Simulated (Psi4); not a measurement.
## Single-point calculation of LiBr (charge +1)

The run: single-point calculation of LiBr, charge +1, multiplicity 2. Method and program: DSD-PBEP86/aug-cc-pVTZ, UKS (Psi4 1.11).

The geometry is that of the parent species in another charge or spin state. The geometry comes from this level: PBE0-D4/def2-TZVP.

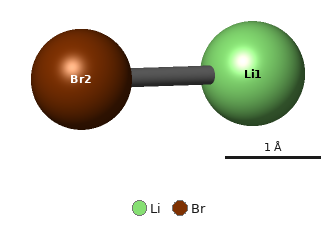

Figure 1. The structure as given in the input (ball-and-stick view, seen at a tilt; atoms are numbered from 1 in the order of the input). Sticks mark near contacts. Bond lengths as drawn: Br–Li 2.17 Å.

### Input file (brli.py)
```python
import psi4

psi4.set_memory('1600 MB')
psi4.set_num_threads(1)
psi4.set_output_file('brli.out', False)

m = psi4.geometry("""
1 2
Li
Br 1 2.171585
symmetry c1
no_reorient
no_com
""")

options = {'basis': 'aug-cc-pVTZ', 'reference': 'uks', 'puream': True, 'e_convergence': 1e-09, 'd_convergence': 1e-08, 'scf_type': 'pk', 'dft_radial_points': 99, 'dft_spherical_points': 590, 'num_frozen_docc': 9, 'maxiter': 200}
psi4.set_options(options)

result, w = psi4.energy("dsd-pbep86", return_wfn=True)
print(f'total energy {result:.8f} hartree = {result * 27.211386:.5f} eV')
for k, v in sorted(psi4.core.scalar_variables().items()):
    print(f'{k:45s} {v:18.10f}')
```

Launch command:
```bash
python brli.py
```

### Log
```
Psi4 1.11 release

   => Loading Basis Set <=

    Name: AUG-CC-PVTZ
    Role: ORBITAL
    Keyword: BASIS

         ---------------------------------------------------------
                                   SCF
                              UKS Reference
                        1 Threads,   1525 MiB Core
         ---------------------------------------------------------

  ==> Geometry <==

    Molecular point group: c1
    Full point group: C_inf_v

    Geometry (in Angstrom), charge = 1, multiplicity = 2:

       Center              X                  Y                   Z               Mass
    ------------   -----------------  -----------------  -----------------  -----------------
         LI           0.000000000000     0.000000000000    -1.994288617214     7.016003436600
         BR           0.000000000000     0.000000000000     0.177296382786    78.918337600000

  Running in c1 symmetry.

  Rotational constants: A = ************  B =      0.55481  C =      0.55481 [cm^-1]
  Rotational constants: A = ************  B =  16632.69266  C =  16632.69266 [MHz]
  Nuclear repulsion =   25.586660029586689

  Charge       = 1
  Multiplicity = 2
  Electrons    = 37
  Nalpha       = 19
  Nbeta        = 18

  ==> Algorithm <==

  SCF Algorithm Type is PK.
  DIIS enabled.
  MOM disabled.
  Fractional occupation disabled.
  Guess Type is SAD.
  Energy threshold   = 1.00e-09
  Density threshold  = 1.00e-08
  Integral threshold = 1.00e-12

  ==> Primary Basis <==

  Basis Set: AUG-CC-PVTZ
    Blend: AUG-CC-PVTZ
    Number of shells: 33
    Number of basis functions: 105
    Number of Cartesian functions: 124
    Spherical Harmonics?: true
    Max angular momentum: 3

  ==> DFT Potential <==

   => LibXC <=

    Version 7.1.2

   => Composite Functional: DSD-PBEP86 <=

    DSD-PBEP86 SCS Double Hybrid XC Functional (not dispersion corrected)

    Deriv               =              1
    GGA                 =           TRUE
    Meta                =          FALSE

    Exchange Hybrid     =           TRUE
    MP2 Hybrid          =           TRUE

   => Exchange Functionals <=

    0.2800     XC_GGA_X_PBE

   => Exact (HF) Exchange <=

    0.7200               HF

   => Correlation Functionals <=

    0.4400     XC_GGA_C_P86

   => MP2 Correlation <=

    MP2 SCS Hybrid      =           TRUE
    MP2 OS Alpha        =       0.510000
    MP2 SS Alpha        =       0.360000

   => LibXC Density Thresholds  <==

    XC_GGA_C_P86:  1.00E-15
    XC_GGA_X_PBE:  1.00E-15

   => Molecular Quadrature <=

    Radial Scheme          =       TREUTLER
    Pruning Scheme         =           NONE
    Nuclear Scheme         =       TREUTLER

    Blocking Scheme        =         OCTREE
    BS radius alpha        =              1
    Pruning alpha          =              1
    Radial Points          =             99
    Spherical Points       =            590
    Total Points           =         115302
    Total Blocks           =           1036
    Max Points             =            256
    Max Functions          =            105
    Weights Tolerance      =       1.00E-15

  ==> Integral Setup <==

  Using in-core PK algorithm.
   Calculation information:
      Number of atoms:                   2
      Number of AO shells:              33
      Number of primitives:            161
      Number of atomic orbitals:       124
      Number of basis functions:       105

      Integral cutoff                 1.00e-12
      Number of threads:                 1

  Performing in-core PK
  Using 30974790 doubles for integral storage.
  We computed 157641 shell quartets total.
  Whereas there are 157641 unique shell quartets.

  ==> DiskJK: Disk-Based J/K Matrices <==

    J tasked:                  Yes
    K tasked:                  Yes
    wK tasked:                  No
    Memory [MiB]:              927
    Schwarz Cutoff:          1E-12

  Cached 50.0% of DFT collocation blocks in 0.157 [GiB].

  Minimum eigenvalue in the overlap matrix is 4.7987668713E-04.
  Reciprocal condition number of the overlap matrix is 8.8002433780E-05.
    Using symmetric orthogonalization.

  ==> Pre-Iterations <==

  SCF Guess: Superposition of Atomic Densities via on-the-fly atomic UHF (no occupation information).

   -------------------------
    Irrep   Nso     Nmo
   -------------------------
     A        105     105
   -------------------------
    Total     105     105
   -------------------------

  ==> Iterations <==

                        Total Energy        Delta E     RMS |[F,P]|

   @UKS iter SAD: -2578.76030041030663   -2.57876e+03   0.00000e+00
   @UKS iter   1: -2580.29810210373580   -1.53780e+00   9.20433e-03 ADIIS/DIIS
   @UKS iter   2: -2580.41031926667574   -1.12217e-01   4.85108e-03 ADIIS/DIIS
   @UKS iter   3: -2580.44901439641171   -3.86951e-02   1.83341e-04 ADIIS/DIIS
   @UKS iter   4: -2580.44919169332206   -1.77297e-04   2.89924e-05 DIIS
   @UKS iter   5: -2580.44919982684632   -8.13352e-06   7.84138e-06 DIIS
   @UKS iter   6: -2580.44920030939193   -4.82546e-07   9.30180e-07 DIIS
   @UKS iter   7: -2580.44920032269602   -1.33041e-08   1.96476e-07 DIIS
   @UKS iter   8: -2580.44920032342770   -7.31688e-10   4.42613e-08 DIIS
   @UKS iter   9: -2580.44920032345863   -3.09228e-11   9.74027e-09 DIIS
  Energy and wave function converged.

  ==> Post-Iterations <==

   Electrons on quadrature grid:
      Nalpha   =   18.9999997719 ; deviation = -2.281e-07
      Nbeta    =   17.9999997687 ; deviation = -2.313e-07
      Ntotal   =   36.9999995407 ; deviation = -4.593e-07

   @Spin Contamination Metric:   6.573031321E-03
   @S^2 Expected:                7.500000000E-01
   @S^2 Observed:                7.565730313E-01
   @S   Expected:                5.000000000E-01
   @S   Observed:                5.000000000E-01

    Orbital Energies [Eh]
    ---------------------

    Alpha Occupied:

       1A   -487.795959     2A    -64.507320     3A    -58.020152
       4A    -58.012810     5A    -58.012628     6A     -9.718233
       7A     -7.413192     8A     -7.391420     9A     -7.390146
      10A     -3.277668    11A     -3.272929    12A     -3.271695
      13A     -3.256517    14A     -3.256428    15A     -2.569598
      16A     -1.202883    17A     -0.702501    18A     -0.668547
      19A     -0.641018

    Alpha Virtual:

      20A     -0.175519    21A     -0.127178    22A     -0.121268
      23A     -0.100234    24A     -0.067189    25A     -0.065581
      26A     -0.062522    27A     -0.049290    28A     -0.044683
      29A     -0.043947    30A     -0.033402    31A     -0.032172
      32A     -0.028315    33A     -0.013594    34A     -0.010216
      35A     -0.004432    36A     -0.000564    37A      0.007076
      38A      0.009792    39A      0.035096    40A      0.052937
      41A      0.053498    42A      0.089501    43A      0.121822
      44A      0.124319    45A      0.124331    46A      0.132226
      47A      0.132238    48A      0.134573    49A      0.141198
      50A      0.165894    51A      0.171880    52A      0.179392
      53A      0.188823    54A      0.194161    55A      0.196879
      56A      0.197302    57A      0.225342    58A      0.235565
      59A      0.243015    60A      0.309224    61A      0.430346
      62A      0.431615    63A      0.442385    64A      0.460443
      65A      0.473558    66A      0.479620    67A      0.489169
      68A      0.529076    69A      0.529080    70A      0.531478
      71A      0.548220    72A      0.565812    73A      0.565947
      74A      0.574319    75A      0.579720    76A      0.615533
      77A      0.616991    78A      0.674290    79A      0.674303
      80A      0.751567    81A      0.764959    82A      0.772071
      83A      0.838262    84A      0.839312    85A      0.847185
      86A      1.000195    87A      1.019689    88A      1.162789
      89A      1.862864    90A      1.900417    91A      1.928474
      92A      1.928612    93A      1.947785    94A      1.954493
      95A      1.959209    96A      1.998768    97A      2.026404
      98A      2.036090    99A      2.069179   100A      2.103113
     101A      2.121190   102A      2.155293   103A      2.285899
     104A      3.035583   105A      4.058821

    Beta Occupied:

       1A   -487.792333     2A    -64.505409     3A    -58.011658
       4A    -58.011457     5A    -58.010590     6A     -9.711469
       7A     -7.390269     8A     -7.389454     9A     -7.388103
      10A     -3.267884    11A     -3.265399    12A     -3.264192
      13A     -3.255871    14A     -3.255810    15A     -2.569946
      16A     -1.118250    17A     -0.650606    18A     -0.622668

    Beta Virtual:

      19A     -0.338962    20A     -0.174408    21A     -0.120942
      22A     -0.116921    23A     -0.097641    24A     -0.066927
      25A     -0.062621    26A     -0.062534    27A     -0.047911
      28A     -0.040328    29A     -0.040122    30A     -0.031044
      31A     -0.027669    32A     -0.026111    33A     -0.010142
      34A     -0.008439    35A     -0.003886    36A      0.002301
      37A      0.009318    38A      0.009856    39A      0.039014
      40A      0.070284    41A      0.070403    42A      0.095564
      43A      0.124989    44A      0.125010    45A      0.132923
      46A      0.133032    47A      0.135480    48A      0.140866
      49A      0.144039    50A      0.171894    51A      0.172299
      52A      0.180308    53A      0.194842    54A      0.195289
      55A      0.204610    56A      0.204860    57A      0.226613
      58A      0.243944    59A      0.246712    60A      0.312969
      61A      0.451812    62A      0.452350    63A      0.462893
      64A      0.463489    65A      0.488810    66A      0.490425
      67A      0.495529    68A      0.530423    69A      0.530430
      70A      0.536338    71A      0.553762    72A      0.566617
      73A      0.566747    74A      0.578337    75A      0.580076
      76A      0.639590    77A      0.640636    78A      0.695008
      79A      0.695088    80A      0.774641    81A      0.774721
      82A      0.777930    83A      0.851628    84A      0.851862
      85A      0.853759    86A      1.017113    87A      1.021303
      88A      1.171823    89A      1.905798    90A      1.906023
      91A      1.966270    92A      1.966406    93A      1.966585
      94A      1.985872    95A      1.986457    96A      2.015774
      97A      2.050296    98A      2.051407    99A      2.098739
     100A      2.106021   101A      2.155070   102A      2.159491
     103A      2.294088   104A      3.036927   105A      4.072056

    Final Occupation by Irrep:
              A
    DOCC [    18 ]
    SOCC [     1 ]
    NA   [    19 ]
    NB   [    18 ]

  @UKS Final Energy: -2580.44920032345863

   => Energetics <=

    Nuclear Repulsion Energy =             25.5866600295866888
    One-Electron Energy =               -3633.7764746395732800
    Two-Electron Energy =                1054.0635563792502580
    DFT Exchange-Correlation Energy =     -26.3229420927222506
    Empirical Dispersion Energy =           0.0000000000000000
    VV10 Nonlocal Energy =                  0.0000000000000000
    Total Energy =                      -2580.4492003234586264

  UHF NO Occupations:
  HONO-2 :   17  A 1.9996345
  HONO-1 :   18  A 1.9974416
  HONO-0 :   19  A 1.0000000
  LUNO+0 :   20  A 0.0025584
  LUNO+1 :   21  A 0.0003655
  LUNO+2 :   22  A 0.0003491
  LUNO+3 :   23  A 0.0000075

Computation Completed

Properties will be evaluated at   0.000000,   0.000000,   0.000000 [a0]

Properties computed using the SCF density matrix

 Multipole Moments:

 ------------------------------------------------------------------------------------
     Multipole            Electronic (a.u.)      Nuclear  (a.u.)        Total (a.u.)
 ------------------------------------------------------------------------------------

 L = 1.  Multiply by 2.5417464519 to convert [e a0] to [Debye]
 Dipole X            :         -0.0000000            0.0000000           -0.0000000
 Dipole Y            :         -0.0000000            0.0000000           -0.0000000
 Dipole Z            :         -3.3397359            0.4204783           -2.9192576
 Magnitude           :                                                    2.9192576

 ------------------------------------------------------------------------------------

	total time  =         39 seconds =       0.65 minutes

   => Loading Basis Set <=

    Name: (AUG-CC-PVTZ AUX)
    Role: RIFIT
    Keyword: DF_BASIS_MP2

	 --------------------------------------------------------
	                          DF-MP2
	      2nd-Order Density-Fitted Moller-Plesset Theory
	              UMP2 Wavefunction,   1 Threads

	 --------------------------------------------------------

	 --------------------------------------------------------
	                 NBF =   105, NAUX =   292
	 --------------------------------------------------------
	   CLASS    FOCC     OCC    AOCC    AVIR     VIR    FVIR
	   ALPHA       9      19      10      86      86       0
	    BETA       9      18       9      87      87       0
	 --------------------------------------------------------

	-----------------------------------------------------------
	 ==================> DF-MP2 Energies <====================
	-----------------------------------------------------------
	 Reference Energy          =   -2580.4492003234586264 [Eh]
	 Singles Energy            =      -0.0000000000000000 [Eh]
	 Same-Spin Energy          =      -0.0649072350729820 [Eh]
	 Opposite-Spin Energy      =      -0.1741830817529820 [Eh]
	 Correlation Energy        =      -0.2390903168259640 [Eh]
	 Total Energy              =   -2580.6882906402847766 [Eh]
	-----------------------------------------------------------
	 ================> DF-SCS-MP2 Energies <==================
	-----------------------------------------------------------
	 SCS Same-Spin Scale       =       0.3600000000000000 [-]
	 SCS Opposite-Spin Scale   =       0.5100000000000000 [-]
	 SCS Same-Spin Energy      =      -0.0233666046262735 [Eh]
	 SCS Opposite-Spin Energy  =      -0.0888333716940208 [Eh]
	 SCS Correlation Energy    =      -0.2306554431279058 [Eh]
	 SCS Total Energy          =   -2580.6798557665865701 [Eh]
	-----------------------------------------------------------

    DSD-PBEP86 Energy Summary
    -------------------------
    DFT Reference Energy                  = -2580.4492003234586264
    Scaled MP2 Correlation                =    -0.1121999763202944
    @Final double-hybrid DFT total energy = -2580.5614002997790521

	total time  =          1 seconds =       0.02 minutes
```

### Key numbers

```csv
quantity,value
outcome,converged
total energy,−2580.561400 hartree
SCF energy,−2580.449200 hartree
basis functions,105
⟨S²⟩,0.757
hardware,"1 thread of Intel Xeon @ 2.50GHz (Skylake/Cascade Lake), 192 GiB of memory available, shared host"
wall time,41 s
peak memory,1.4 GiB
```
